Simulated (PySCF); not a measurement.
# Two attempts at CH4AlS (SMILES [CH3][Al][SH])

Aim: energy and forces of CH4AlS at USVWN-RPA/STO-6G (SS(V)PE chlorobenzene).

The results are computed with PySCF 2.14.0.

1 further run of the same task is left out (set aside as unsound or not needed).

## 1. Starting point

The species is CH4AlS (7 atoms), meant as a doublet with charge 0. As SMILES, `[CH3][Al][SH]`. The coordinates come from a PBE0-D4/def2-TZVP relaxation. This is one conformer, not always the lowest.

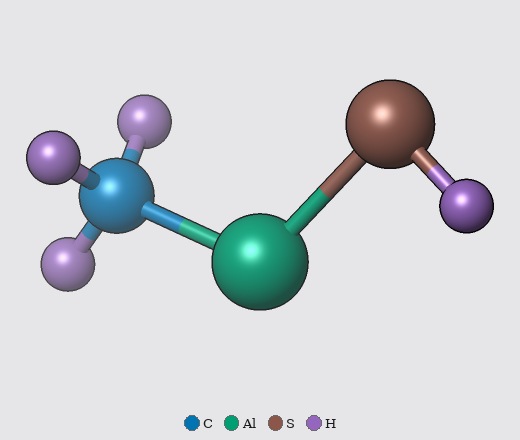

The structure, seen from a chosen angle (carbon blue, aluminium teal, sulfur brown, hydrogen purple).

## 2. First attempt

The input, input.py:

```python
from pyscf import gto, dft, solvent

mol = gto.M(
    atom=[
    ('C', (-1.011400, 0.583000, -0.368800)),
    ('Al', (0.014000, -0.910400, 0.391000)),
    ('S', (2.199200, -0.612300, 0.442400)),
    ('H', (-2.033800, 0.306500, -0.631500)),
    ('H', (-0.508000, 0.962400, -1.263500)),
    ('H', (-1.056800, 1.397900, 0.361400)),
    ('H', (2.458000, -1.795100, 1.023300)),
],
    spin=1,
    max_memory=1860,
    verbose=3,
    basis='sto-p6gs',
)

calc0 = dft.UKS(mol, xc='lda,vwn_rpa')
calc0 = calc0.PCM()
calc0.with_solvent.method = 'SS(V)PE'
calc0.with_solvent.eps = 5.6968  # chlorobenzene
calc0 = calc0.newton()
calc0.kernel()

e_final = calc0.e_tot
print('E = %.10f Eh' % e_final)
grad = calc0.nuc_grad_method().kernel()
dip = calc0.dip_moment()
pop, q = calc0.mulliken_pop()
```

Command:

```console
$ OMP_NUM_THREADS=1 python input.py
```

Output:

```text
pyscf.lib.exceptions.BasisNotFoundError: sto-p6gs
```

It took 0.74 s on 1 thread of Arm Neoverse V1, shared host; peak memory 0.12 GiB.

## 3. What went wrong

The input was rejected.

The log says `pyscf.lib.exceptions.BasisNotFoundError: sto-p6gs`. The cause is that the input text is malformed or holds a word that the program doesn't know.

## 4. Try two

The input, input.py:

```python
from pyscf import gto, dft, solvent

mol = gto.M(
    atom=[
    ('C', (-1.011400, 0.583000, -0.368800)),
    ('Al', (0.014000, -0.910400, 0.391000)),
    ('S', (2.199200, -0.612300, 0.442400)),
    ('H', (-2.033800, 0.306500, -0.631500)),
    ('H', (-0.508000, 0.962400, -1.263500)),
    ('H', (-1.056800, 1.397900, 0.361400)),
    ('H', (2.458000, -1.795100, 1.023300)),
],
    verbose=4,
    max_memory=1860,
    spin=1,
    charge=0,
    basis='sto-6g',
)

ks = dft.UKS(mol)
ks.xc = 'lda,vwn_rpa'
ks = ks.PCM()
ks.with_solvent.method = 'SS(V)PE'
ks.with_solvent.eps = 5.6968  # chlorobenzene
ks = ks.newton()
ks.kernel()

energy = ks.e_tot
print('Final energy', energy)
grad = ks.nuc_grad_method().kernel()
ks.analyze()
```

Command:

```console
$ OMP_NUM_THREADS=1 python input.py
```

Output:

```text
PySCF version 2.14.0

[... 54 lines left out ...]
WARN: PCM is an experimental feature. It is still in testing.
[... 35 lines left out ...]
Solvent Energy = -0.00475893136306651
[... 7 lines left out ...]
Solvent Energy = -0.00420356676744611
[... 4 lines left out ...]
Final energy -676.5393576796318
[... 16 lines left out ...]
Nuclear Repulsion Energy =             119.395172172344800
[... 1 line left out ...]
Two-electron Energy =                  385.458034781257197
[... 1 line left out ...]
DFT Exchange-Correlation Energy =      -49.672984621433471
[... 4 lines left out ...]
MO #2   energy= -55.1281987375848  | -55.1221212304834  occ= 1 | 1
[... 2 lines left out ...]
MO #27  energy= 0.460372807025189  | 0.462665174275273  occ= 0 | 0
[... 55 lines left out ...]
Dipole moment(X, Y, Z, Debye): -1.38310, -1.95537,  0.80239
```

Wall time 20 s (1 thread of Arm Neoverse V1, shared host); peak memory 0.43 GiB.

## 5. Summary of results

At USVWN-RPA/STO-6G (SS(V)PE chlorobenzene):

| quantity | value |
| --- | --- |
| total energy | -676.53936 Eh |
| dipole moment | 2.53 D |
| HOMO energy (highest over α and β) | -0.34 eV |
| LUMO energy (lowest over α and β) | 0.98 eV |
| solvent term in the energy | -11.0 kJ/mol |
| ⟨S²⟩ | 0.751 |
| largest force on an atom | 1.499 eV/Å |

In words: Mulliken charges run from -0.49 on C1 to +0.52 on Al2; they depend strongly on the basis. The largest force is 1.50 eV/Å: the shape isn't a stationary point for this species at this level.
